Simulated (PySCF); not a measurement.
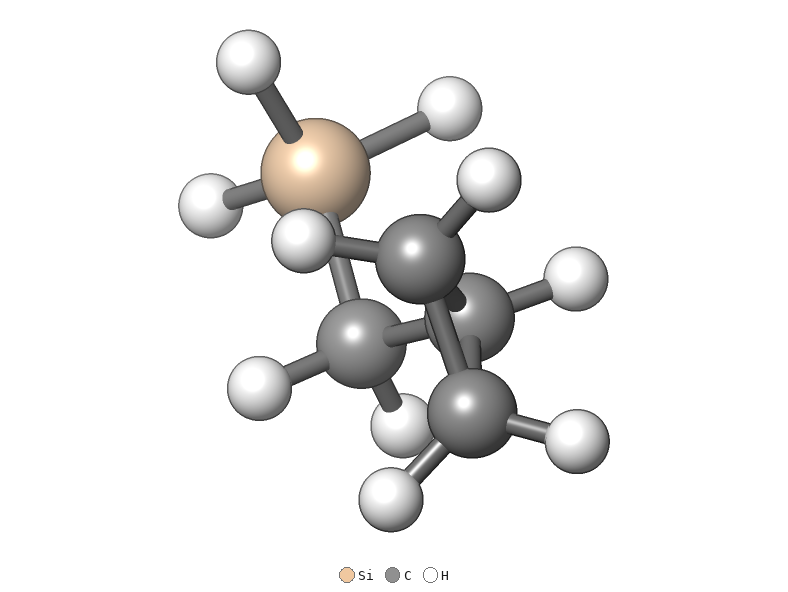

Rendered structure (ball-and-stick style). Every bond is drawn as one stick, whatever its order.

The computed structure is the end point of a PBE0-D3(BJ)/def2-SVP optimisation. No frequency run is at hand to confirm it as a minimum.

Identify the structure.

It has 15 atoms: 4 carbon, 10 hydrogen and 1 silicon (C4H10Si). SMILES: `[SiH3]CC1CC1`. Independent rings (smallest set): 1 of 3 members. Among its groups: Si–H bond. The point group is C1. Coordination, clear cases only: 1 Si tetrahedral; 1 C tetrahedral.

More results for the same structure follow; atom numbers are the same in all pictures, views and colours differ.

Ring current

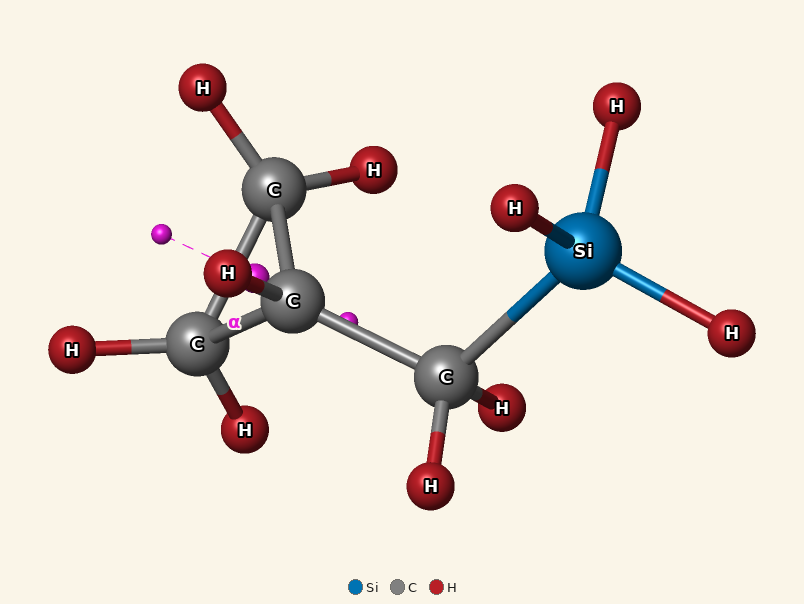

The small points mark where nucleus-independent chemical shifts (NICS) were computed: at the centre of each lettered ring and 1 Å above and below it. No frequency run is at hand to confirm it as a minimum. Method: GIAO PBE0/aug-cc-pVDZ NMR shielding, non-relativistic, gas phase (PySCF 2.14.0).

Give NICS(0), NICS(1) and the out-of-plane component NICS(1)zz for each ring (means of the two sides).

| ring | members | NICS(0) | NICS(1) | NICS(1)zz |
| --- | --- | --- | --- | --- |
| α | C3 | −43.7 | −8.4 | −22.6 |

Values in ppm.

NMR shielding

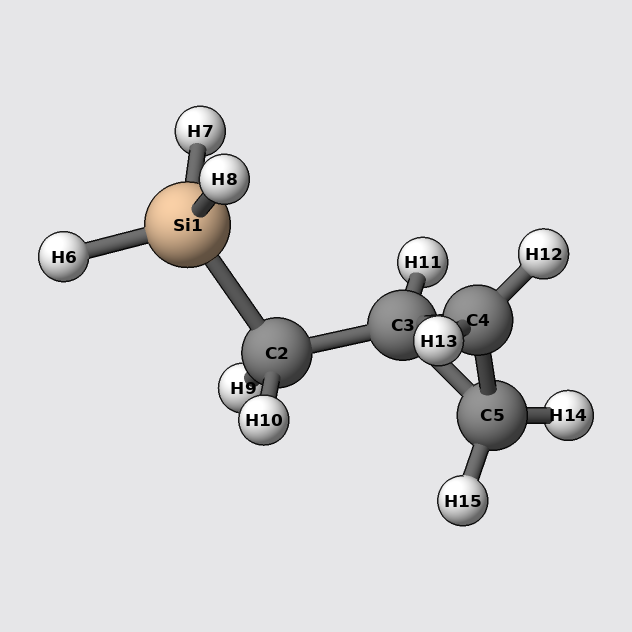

No frequency run is at hand to confirm it as a minimum. Properties computed with GIAO PBE0/pcSseg-0 NMR shielding, non-relativistic, gas phase (PySCF 2.14.0). Principal shieldings σ11 ≤ σ22 ≤ σ33, span Ω = σ33 − σ11, skew κ = 3(σiso − σ22)/Ω.

Give the shielding tensors of the C atoms.

```
atom    σ11    σ22    σ33   σiso     Ω      κ
  C2  159.4  177.9  208.5  181.9  49.1   0.24
  C3  154.6  174.8  223.8  184.4  69.2   0.42
  C4  150.2  186.3  217.5  184.7  67.3  −0.07
  C5  147.2  183.2  213.6  181.3  66.5  −0.08
```

Shieldings and span in ppm.

Spin–spin coupling

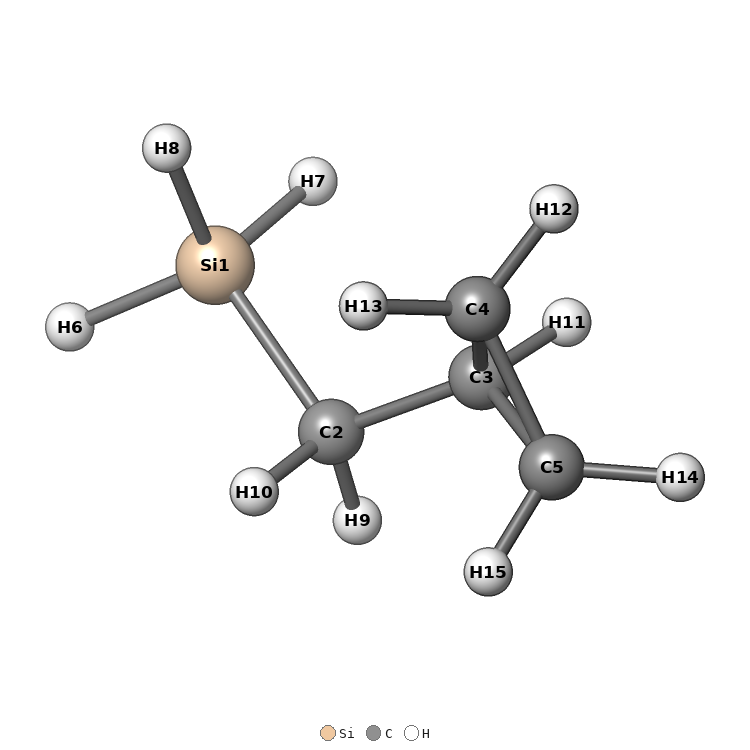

No frequency run is at hand to confirm it as a minimum. Properties computed with B3LYP/cc-pVTZ indirect spin-spin coupling, non-relativistic, gas phase (PySCF 2.14.0). Isotopes: 13C, 1H, 29Si.

Give the spin–spin coupling constants of these pairs, with the number of bonds between them: Si1/C2, Si1/H8, Si1/H7, Si1/H6, Si1/H10, Si1/H9, Si1/C5, Si1/H11, Si1/C4.

| pair | bonds apart | J (Hz) |
| --- | --- | --- |
| Si1, C2 | 1 | −42.2 |
| Si1, H8 | 1 | −151.1 |
| Si1, H7 | 1 | −148.8 |
| Si1, H6 | 1 | −148.4 |
| Si1, H10 | 2 | 6.4 |
| Si1, H9 | 2 | 5.0 |
| Si1, C5 | 3 | −7.7 |
| Si1, H11 | 3 | −2.5 |
| Si1, C4 | 3 | −1.7 |
